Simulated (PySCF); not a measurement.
SMILES C[SiH2]C(=O)O (C2H6O2Si) at its GFN2-xTB optimised geometry (Å):

```
11

C      1.2979    -1.1749     0.0000
Si    -0.5999    -1.1749     0.0000
C     -1.1568     0.6624     0.0000
O     -1.6967     1.2611    -0.8957
O     -0.8607     1.2563     1.1658
H      1.6852    -2.1892     0.0260
H      1.6967    -0.6918    -0.8889
H      1.6900    -0.6483     0.8666
H     -1.1535    -1.8073    -1.1972
H     -1.1280    -1.7672     1.2321
H     -1.1385     2.1892     1.1645
```

Computed with CAM-B3LYP/def2-TZVP (PySCF). Cells within 0.4 Å of a nucleus heavier than hydrogen are left out (blank, or x).

Map of the deformation density (molecule minus spherical neutral atoms) (e/bohr³) on the plane z = 1.0 Å:

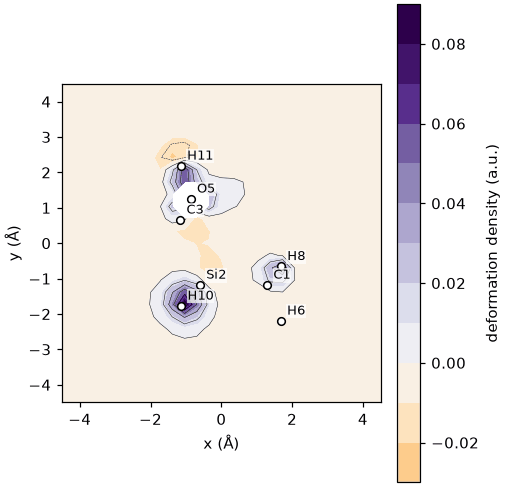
Figure. Deformation density (molecule minus spherical neutral atoms) (e/bohr³) on the plane z = 1.0 Å.
